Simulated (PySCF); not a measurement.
**HF (SMILES F) at B2PLYP/cc-pVTZ**

What is the vertical singlet–triplet gap of HF at B2PLYP/cc-pVTZ? Input form: a Python script.

The calculation is run with PySCF 2.14.0.

4 further runs of the same task are left out: 4 set aside as unsound or not needed.

### 1 The molecule

The species is HF (2 atoms), meant as a singlet with charge 0. SMILES: `F`. The coordinates come from a PBE0-D4/def2-TZVP relaxation.

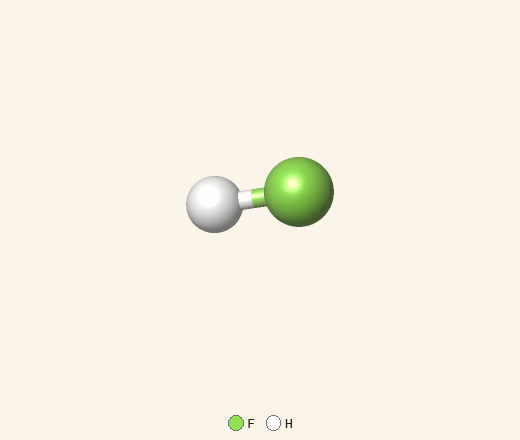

The structure, seen from a chosen angle (fluorine green, hydrogen white).

### 2 The energy at B2PLYP/cc-pVTZ

File input.py:

```python
from pyscf import gto, dft, mp

mol = gto.Mole()
mol.atom = [
    ('F', (-0.390000, 0.144600, -0.196400)),
    ('H', (0.390000, -0.144600, 0.196400)),
]
mol.verbose = 4
mol.basis = 'cc-pvtz'
mol.max_memory = 1860
mol.charge = 0
mol.spin = 0
mol.build()

mf = dft.RKS(mol)
mf.xc = '0.53*HF + 0.47*B88, 0.73*LYP'
mf.grids.level = 5
mf.conv_tol = 1e-10
mf.kernel()
if not mf.converged:
    mf = mf.newton().run(mf.mo_coeff, mf.mo_occ)

pt = mp.MP2(mf, frozen=1).run()
e_final = mf.e_tot + 0.27 * pt.e_corr
print('PT2 part  %.8f' % (0.27 * pt.e_corr))
print('E(%s) = %.9f' % ('B2PLYP', e_final))
```

Run with:

```sh
$ OMP_NUM_THREADS=1 python input.py
```

What it wrote:

```text
PySCF version 2.14.0

[INPUT] num. atoms = 2
[INPUT] num. electrons = 10
[INPUT] charge = 0
[INPUT] spin (= nelec alpha-beta = 2S) = 0
[INPUT] symmetry False subgroup None
[INPUT] Mole.unit = angstrom
[INPUT] Symbol           X                Y                Z      unit          X                Y                Z       unit  Magmom
[INPUT]  1 F     -0.390000000000   0.144600000000  -0.196400000000 AA   -0.736993188580   0.273254397612  -0.371142210865 Bohr   0.0
[INPUT]  2 H      0.390000000000  -0.144600000000   0.196400000000 AA    0.736993188580  -0.273254397612   0.371142210865 Bohr   0.0

nuclear repulsion = 5.17695231349631
number of shells = 15
number of NR pGTOs = 58
number of NR cGTOs = 44
basis = cc-pvtz
ecp = {}

******** <class 'pyscf.dft.rks.RKS'> ********
method = RKS
initial guess = minao
damping factor = 0
level_shift factor = 0
DIIS = <class 'pyscf.scf.diis.CDIIS'>
diis_start_cycle = 1
diis_space = 8
diis_damp = 0
SCF conv_tol = 1e-10
SCF conv_tol_grad = None
SCF max_cycles = 50
direct_scf = True
direct_scf_tol = 1e-13
XC library pyscf.dft.libxc version 7.0.0
    S. Lehtola, C. Steigemann, M. J.T. Oliveira, and M. A.L. Marques.,  SoftwareX 7, 1–5 (2018)
XC functionals = 0.53*HF + 0.47*B88, 0.73*LYP
    A. D. Becke.,  Phys. Rev. A 38, 3098 (1988)
    C. Lee, W. Yang, and R. G. Parr.,  Phys. Rev. B 37, 785 (1988)
    B. Miehlich, A. Savin, H. Stoll, and H. Preuss.,  Chem. Phys. Lett. 157, 200 (1989)
radial grids:
    Treutler-Ahlrichs [JCP 102, 346 (1995); DOI:10.1063/1.469408] (M4) radial grids

becke partition: Becke, JCP 88, 2547 (1988); DOI:10.1063/1.454033
pruning grids: <function nwchem_prune>
grids dens level: 5
symmetrized grids: False
atomic radii adjust function: <function treutler_atomic_radii_adjust>
small_rho_cutoff = 0
Set gradient conv threshold to 1e-05
Initial guess from minao.
tot grids = 67424
init E= -100.222075530007
  HOMO = -0.574186164736294  LUMO = 0.0373346427939971  gap/eV = 16.64033
cycle= 1 E= -100.308904931209  delta_E= -0.0868  |g|= 0.465  |ddm|= 0.82
  HOMO = -0.405367758254776  LUMO = 0.0710694169428248  gap/eV = 12.96452
cycle= 2 E= -100.314469425589  delta_E= -0.00556  |g|= 0.478  |ddm|= 0.364
  HOMO = -0.506233013928749  LUMO = 0.0666314847208866  gap/eV = 15.58844
cycle= 3 E= -100.343811222151  delta_E= -0.0293  |g|= 0.0198  |ddm|= 0.155
  HOMO = -0.50432093575131  LUMO = 0.0713007744177716  gap/eV = 15.66346
cycle= 4 E= -100.343866663903  delta_E= -5.54e-05  |g|= 0.00405  |ddm|= 0.00623
  HOMO = -0.50534220595865  LUMO = 0.0715095689635596  gap/eV = 15.69694
cycle= 5 E= -100.343869852041  delta_E= -3.19e-06  |g|= 0.000456  |ddm|= 0.0029
  HOMO = -0.505351789314579  LUMO = 0.0715252768123449  gap/eV = 15.69762
cycle= 6 E= -100.343869947268  delta_E= -9.52e-08  |g|= 4.61e-05  |ddm|= 0.000469
  HOMO = -0.505358899449688  LUMO = 0.0715246319300018  gap/eV = 15.69780
cycle= 7 E= -100.34386994834  delta_E= -1.07e-09  |g|= 4e-06  |ddm|= 5.19e-05
  HOMO = -0.505360371579792  LUMO = 0.0715246226713724  gap/eV = 15.69784
cycle= 8 E= -100.343869948344  delta_E= -4.83e-12  |g|= 2.36e-07  |ddm|= 5.42e-06
  HOMO = -0.5053602779209  LUMO = 0.071524643539961  gap/eV = 15.69784
Extra cycle  E= -100.343869948344  delta_E= 2.98e-13  |g|= 1.87e-07  |ddm|= 2.38e-07
converged SCF energy = -100.343869948344

******** <class 'pyscf.mp.mp2.RMP2'> ********
nocc = 4, nmo = 43
frozen orbitals 1
E(RMP2) = -100.660063127934  E_corr = -0.316193179589688
E(SCS-RMP2) = -100.652973913746  E_corr = -0.309103965402008
E_corr(same-spin) = -0.0811475193526354
E_corr(oppo-spin) = -0.235045660237052
PT2 part  -0.08537216
E(B2PLYP) = -100.429242107
```

It took 2.1 s on 1 thread of Arm Neoverse V1, shared host; peak memory 0.23 GiB.

### 3 The triplet

File job.py:

```python
from pyscf import gto, dft, mp

mol = gto.Mole()
mol.atom = '''
F     -0.736993     0.273254    -0.371142
H      0.736993    -0.273254     0.371142
'''
mol.unit = 'bohr'
mol.max_memory = 1860
mol.basis = 'cc-pvtz'
mol.verbose = 3
mol.spin = 2
mol.build()

mf = dft.UKS(mol)
mf.xc = '0.53*HF + 0.47*B88, 0.73*LYP'
mf.conv_tol = 1e-10
mf.grids.level = 5
mf.kernel()
if not mf.converged:
    mf = mf.newton().run(mf.mo_coeff, mf.mo_occ)

pt = mp.MP2(mf, frozen=1).run()
e_final = mf.e_tot + 0.27 * pt.e_corr
print('PT2 part  %.8f' % (0.27 * pt.e_corr))
print('E = %.10f Eh' % e_final)
```

Run with:

```sh
$ OMP_NUM_THREADS=1 python job.py
```

What it wrote:

```text
WARN: HOMO 0.0373347411731775 >= LUMO -0.57418622859583

WARN: HOMO -0.162312111963525 >= LUMO -0.393247282390547

WARN: HOMO -0.146768369039739 >= LUMO -0.294055074649384

WARN: HOMO -0.143981036237671 >= LUMO -0.282027221203208

WARN: HOMO -0.144708938526355 >= LUMO -0.281173495700385

WARN: HOMO -0.144606585474202 >= LUMO -0.280946821657761

WARN: HOMO -0.144589477525829 >= LUMO -0.280774351799176

WARN: HOMO -0.144588625273016 >= LUMO -0.280765196065417

WARN: HOMO -0.144588464603082 >= LUMO -0.280764041167357

WARN: HOMO -0.144588467567402 >= LUMO -0.280763827006288

converged SCF energy = -99.9879096944532  <S^2> = 2.0023703  2S+1 = 3.0015798
E(UMP2) = -100.23093310321  E_corr = -0.243023408756725
E(SCS-UMP2) = -100.226787144529  E_corr = -0.238877450075527
PT2 part  -0.06561632
E = -100.0535260148 Eh
```

Run time: 3.3 s. Hardware: 1 thread of Arm Neoverse V1, shared host; peak memory 0.24 GiB.

### 4 Summary of results

At B2PLYP/cc-pVTZ, 1 core orbital frozen:

| quantity | value |
| --- | --- |
| singlet: total energy | -100.42924 Eh |
| singlet: dipole moment (SCF part) | 1.88 D |
| singlet: HOMO energy (SCF part's orbitals) | -13.75 eV |
| singlet: LUMO energy (SCF part's orbitals) | 1.95 eV |
| singlet: HOMO–LUMO gap (SCF part's orbitals) | 15.70 eV |
| triplet: total energy | -100.05353 Eh |
| triplet: dipole moment (SCF part) | 2.33 D |
| triplet: HOMO energy (SCF part's orbitals) (highest over α and β) | -3.93 eV |
| triplet: ⟨S²⟩ | 2.002 |
| vertical energy of the triplet above the singlet | 10.224 eV |

What this shows: At this shape the triplet lies 10.22 eV (986 kJ/mol) above the singlet.
